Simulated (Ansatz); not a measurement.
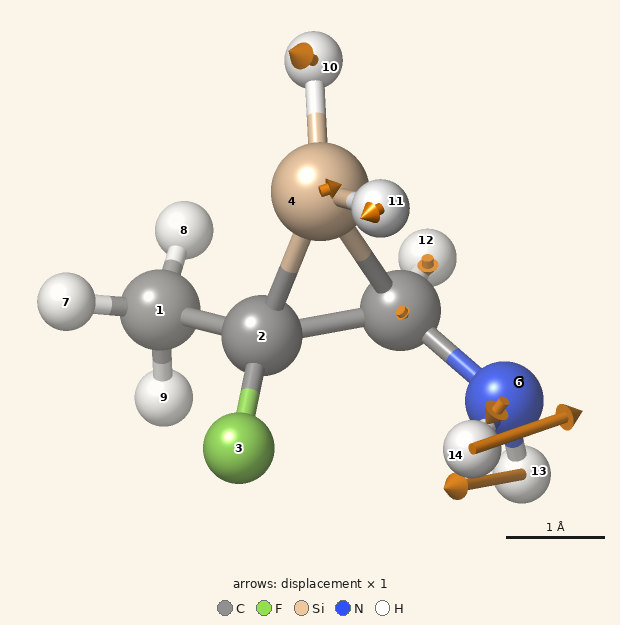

This is a relaxation of C3H8FNSi. The starting structure is drawn; orange arrows show the displacements, at their true length. The two geometries are superimposed by the best rigid fit.

Style: ball-and-stick. Shown at a tilt.

The run prepares an end point of a later path (torsion) calculation, from a guessed geometry.

These are results of RKS PBE/6-31G (Ansatz), not measurements. (no spin polarisation; force threshold 0.015 eV/Å; at most 40 steps)

Q: Atoms of which element are displaced furthest, and by how much?

A: Hydrogen: up to 1.49 Å, against 0.37 Å for nitrogen.

Q: What happened in the run?

A: The largest move after the best rigid fit is that of an H atom, 1.49 Å. Largest moves by element: H 1.49 Å, N 0.37 Å, Si 0.24 Å, C 0.13 Å, F 0.05 Å. Some distances before and after: H–Si 1.418 → 1.506 Å, C–N 1.500 → 1.413 Å, C–Si 1.972 → 2.039 Å, C–Si 1.891 → 1.953 Å. Bond angles that change, for instance: C–Si–H 105.1° → 126.7°, H–N–H 104.4° → 116.2°, C–Si–H 121.3° → 111.6°. Over 25 accepted moves (29 points after the start) the energy falls by 0.792 eV. The largest force component goes from 2.7 to 0.011 eV/Å. The line search rejected the trial steps at points 5, 11, 23, 26 of the run.
